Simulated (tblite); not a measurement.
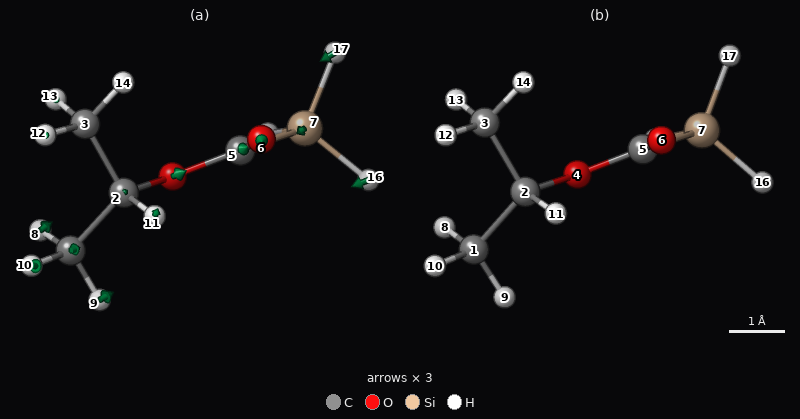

The structure of C₄H₁₀O₂Si before (left) and after (right) a relaxation, at one scale. The green arrows give the displacements, 3 times their true length.

The picture is a ball-and-stick view, seen at a tilt.

All numbers below come from GFN2-xTB geometry optimisation, gas phase (tblite 0.8.0). 

> What changed between the two?

The energy falls by 4.24 kcal/mol in 49 geometry steps. An H atom moves most after the best rigid fit: 0.28 Å. By element the largest moves are H 0.28 Å, O 0.12 Å, C 0.10 Å, Si 0.07 Å. Among the contacts that change: H–Si 1.501 → 1.462 Å, C–O 1.371 → 1.332 Å, C–H 1.107 → 1.086 Å, C–Si 1.896 → 1.916 Å. Bond angles that change, for instance: O–C–Si 118.0° → 125.4°, O–C–Si 116.5° → 110.6°, H–Si–H 106.5° → 112.2°.
